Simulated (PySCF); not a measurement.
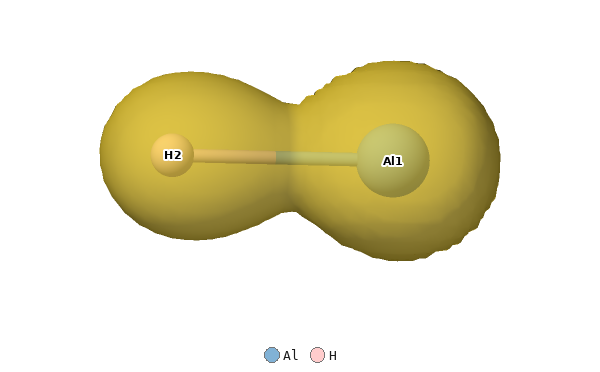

Figure 1: AlH (charge −1, doublet). Isosurface of the electron density at 0.3 e/Å³ (yellow), seen from one side.

Theory: PySCF, PBE0/aug-cc-pVDZ(-PP), non-relativistic Hamiltonian with scalar-relativistic core potentials where named, at a bond length of 1.704 Å.

```csv
atom,x (Å),y (Å),z (Å)
Al,0.0000,0.0000,-0.0614
H,0.0000,0.0000,1.6426
```

Question: How is the density connected at this value?

Answer: At this value the surface is in one piece. It bridges the sampled Al–H (1.70 Å) contact, where the density stays above the isovalue. On the grid the lowest density along these lines, outside the cores, is 0.43 e/Å³ (Al–H, 1.70 Å).
